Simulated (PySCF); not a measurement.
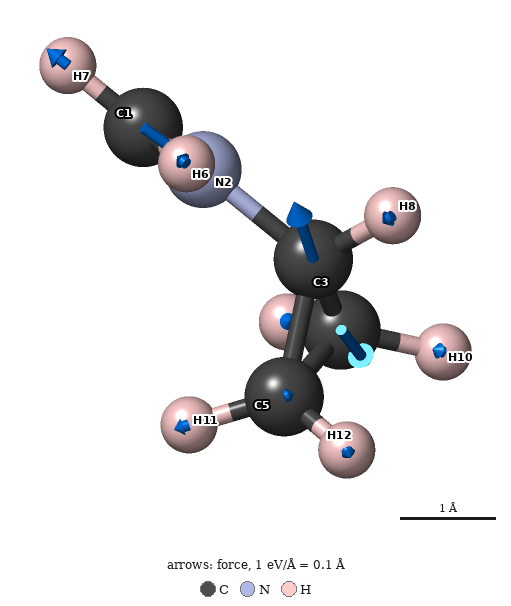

Starting geometry of C$_{4}$H$_{7}$N with the computed forces as blue arrows. A ball-and-stick model, seen from a free direction.

The start comes from MMFF94s. Its atoms were then displaced at random by about 0.03 Å.

Theory: PBE0-D3(BJ)/def2-SVP geometry optimisation, gas phase in PySCF 2.14.0, density-fitted response routines. 

**What follows when this structure is relaxed?**

It isn't relaxed: the largest force vector, on a C atom, is 8.99 eV/Å. The final displacements have little in common with the starting forces (cosine between the two patterns 0.15). An H atom moves most after the best rigid fit: 1.03 Å. Largest moves by element: H 1.03 Å, N 0.59 Å, C 0.33 Å. Among the contacts that change: C–C 1.343 → 1.506 Å, C–N 1.360 → 1.265 Å, C–N 1.502 → 1.410 Å, C–H 1.027 → 1.099 Å. Bond angles that change, for instance: H–C–H 103.9° → 115.2°, N–C–H 114.5° → 123.5°, C–C–H 123.2° → 115.9°. Groups turn about C–N by about 60°. The energy falls by 34.1 kcal/mol in 10 geometry steps.
